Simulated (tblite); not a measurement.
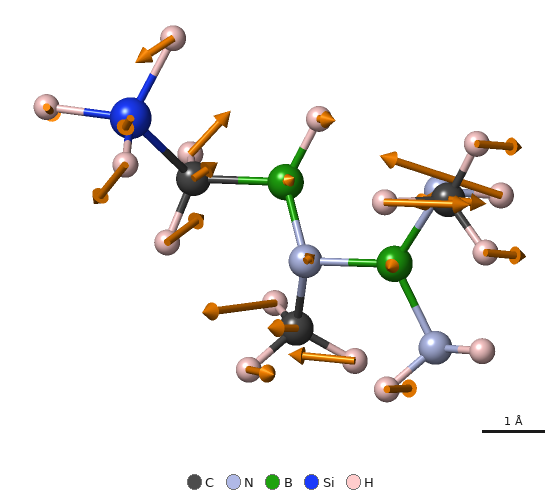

This is a relaxation of C$_{3}$H$_{15}$B$_{2}$N$_{3}$Si. The starting structure is drawn; orange arrows show the displacements, at their true length. The two geometries are superimposed by the best rigid fit.

Style: ball-and-stick. Shown at a tilt.

Theory: GFN2-xTB geometry optimisation, gas phase in tblite 0.8.0. 

Q: Which element moves most?

A: Hydrogen: up to 2.29 Å, against 0.75 Å for nitrogen.

Q: What happened in the run?

A: Over 264 geometry steps the energy falls by 59.7 kcal/mol. The largest move after the best rigid fit is that of an H atom, 2.29 Å. Largest moves by element: H 2.29 Å, N 0.75 Å, C 0.69 Å, Si 0.56 Å, B 0.28 Å. Some distances before and after: B–N 1.539 → 1.395 Å, B–N 1.512 → 1.411 Å, H–N 1.065 → 1.002 Å, B–N 1.518 → 1.472 Å. Among the angles between lasting bonds that change: C–N–B 110.9° → 129.6°, B–N–H 104.6° → 123.0°, C–N–B 104.9° → 120.7°. The run took 4.2 s on 1 thread of Arm Neoverse N1, on a shared host.
